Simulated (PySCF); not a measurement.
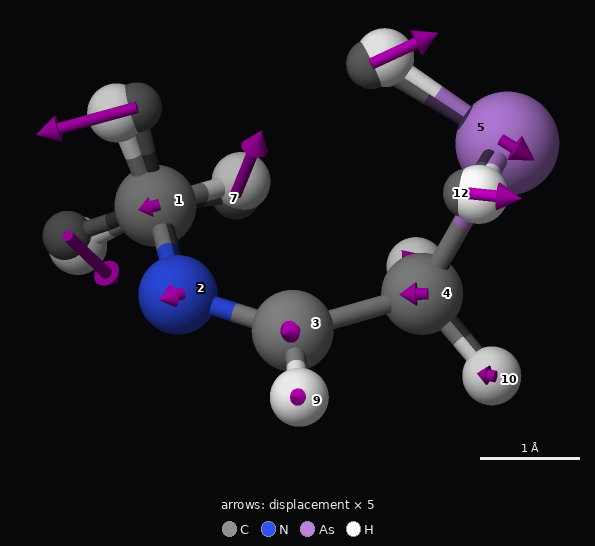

A relaxation of C3H8AsN. The starting structure is drawn faded, the final one solid; purple arrows show the displacements, 5 times their true length. The two geometries are superimposed by the best rigid fit.

A ball-and-stick model, seen at a tilt.

The start comes from GFN2-xTB. Its atoms were then displaced at random by about 0.01 Å.

The calculation used PBE0-D3(BJ)/def2-SVP geometry optimisation, gas phase in PySCF. 

**Which element moves most?**

Hydrogen: up to 0.22 Å, against 0.08 Å for arsenic.

**What happened in the run?**

An H atom moves most after the best rigid fit: 0.22 Å. By element the largest moves are H 0.22 Å, As 0.08 Å, C 0.06 Å, N 0.05 Å. Among the contacts that change: C–H 1.075 → 1.107 Å, C–N 1.243 → 1.268 Å, As–C 1.974 → 1.993 Å, C–H 1.117 → 1.099 Å. Bond angles that change, for instance: As–C–H 109.9° → 105.5°, C–C–H 109.6° → 113.4°, N–C–H 106.5° → 109.2°. After 9 geometry steps the energy has fallen by 0.118 eV. The run took 56 s on 1 thread of Arm Neoverse V2, with other jobs on the host.
